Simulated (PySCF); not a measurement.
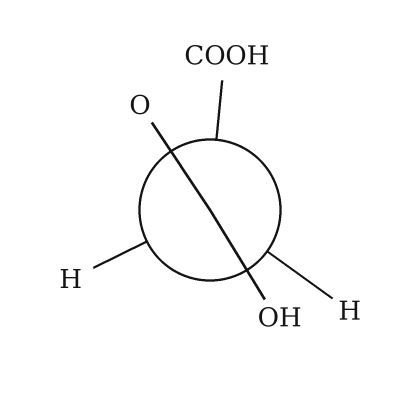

A Newman projection along the C–C bond, carbon in front; angles are drawn as computed, but eclipsed bonds slightly apart. The geometry was computed by an optimisation with PBE0-D3(BJ)/def2-SVP. No frequency run is at hand to confirm it as a minimum.

Q: Which molecule is it?

A: C3H4O4, O=C(O)CC(=O)O

Q: What is the torsion angle from the front OH to the back COOH? The sign is positive where the front bond must turn clockwise to cover the back bond.

A: −143°, anticlinal.
